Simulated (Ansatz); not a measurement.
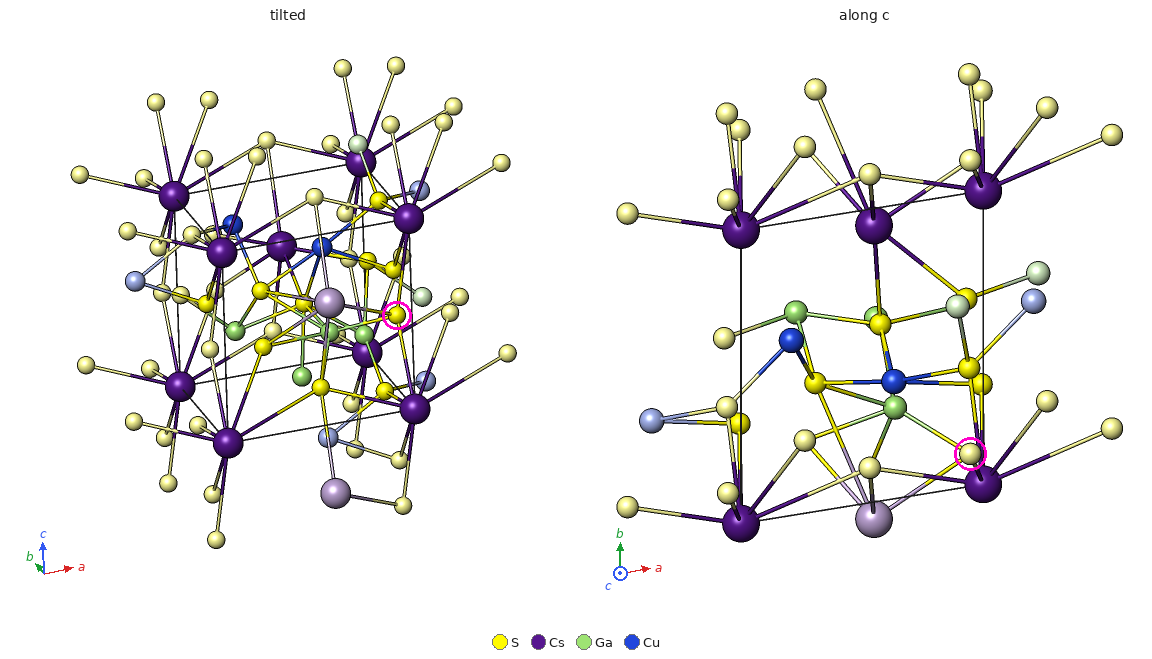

Drawn in the ball-and-stick manner and seen slightly off an axis and along the c axis. Atoms at the boundary of the simulation cell (the box) are drawn once for each face, edge or corner they touch. Atoms of adjacent cells appear where they bond to atoms in the box, in fainter colours.

Size of the cell: a = 7.20 Å, b = 8.68 Å, c = 6.83 Å, α = 80.51°, β = 83.51°, γ = 79.89°.

A stick is drawn for Cs–S up to 4.43 Å, Cu–S up to 3.08 Å, Ga–S up to 2.95 Å (cut-off distances).

The composition is CsGa2CuS4.

Question: Does this cell show the order of a crystal?

Answer: No. The atoms show no order inside the cell (space group P1); it is a periodic model of a disordered solid.

Question: Name the atom inside the ring and give its neighbours.

Answer: It is a sulfur atom, bonded to three Cs and one Ga (about 3.5 to 3.6 Å to Cs, 2.6 Å to Ga).

Note that this is a made-up disordered cell, and that it hasn't been relaxed. It was run through Ansatz as a DFT input.

At this level of theory the cell isn't at rest (forces up to 1.3 eV/Å), so its distances can differ from those at equilibrium, the more so the softer the solid.
